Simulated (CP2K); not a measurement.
Consider trifluoroacetic acid at its PBE geometry (Å).

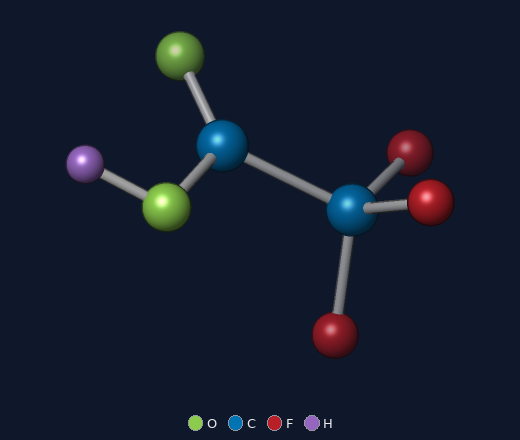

The molecule (oxygen green, carbon blue, fluorine red, hydrogen purple).

```xyz
8

O     1.2241   -0.8369    0.3761
C     0.6008    0.2890   -0.0486
O     1.1207    1.3409   -0.3501
C    -0.9314    0.0276   -0.0849
F    -1.3775   -0.3271    1.1540
F    -1.5913    1.1320   -0.4824
F    -1.2312   -0.9829   -0.9476
H     2.1859   -0.6425    0.3836
```

Method: CP2K XAS_TDP, all-electron GAPW, PBEh(45%), aug-cc-pVDZ, TDA, GW2X-corrected core level, no relativity.

Where do the C K-edge lines lie, and how strong are they?

Leading lines: C2 290.39 eV and C4 295.76 eV. The leading line of an atom is its first one with 35 % of the strongest within 2.5 eV of its lowest line over the strength cut. Core ionisation energies at this level: C2 298.27 and C4 300.99 eV.

The first six lines of each atom with a strength over 0.0015:

| atom | energy (eV) | states | strength, one atom | above the computed threshold |
| --- | --- | --- | --- | --- |
| C2 (bonded to C and 2 O) | 290.39 | 1 | 0.0713 |  |
|  | 295.69 | 1 | 0.0032 |  |
|  | 297.03 | 1 | 0.0040 |  |
|  | 297.51 | 1 | 0.0206 |  |
|  | 297.68 | 1 | 0.0039 |  |
|  | 297.79 | 1 | 0.0103 |  |
| C4 (bonded to C and 3 F) | 295.76 | 1 | 0.0357 |  |
|  | 297.41 | 1 | 0.0831 |  |
|  | 298.56 | 1 | 0.0494 |  |
|  | 299.52 | 1 | 0.0621 |  |
|  | 299.61 | 1 | 0.0081 |  |
|  | 300.42 | 1 | 0.0273 |  |

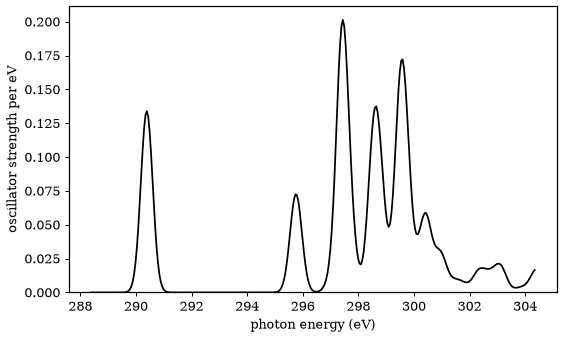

All atoms added, broadened by 0.5 eV.

Lines are vertical, at one geometry, with no vibrational structure. GW2X ionisation energies and lines can be off by 1 to 2 eV either way, and a good line position may hide errors that cancel. These values hold no scalar relativity, about 0.1 eV for C 1s. Rydberg lines, and the discretised continuum above threshold, depend on the basis and the box.

[Banner, clock and machine lines of the logs are left out without a mark of their own.]

[Logs are printed without paths, hosts, clocks, repeated set-up lines and the standing remarks that a program may print on its own settings, such as how far it seeks lower states.]

[Hosts, paths, dates, database ids (printed as entryN), source tags and the programs' standing remarks are cut or masked in the printed files.]
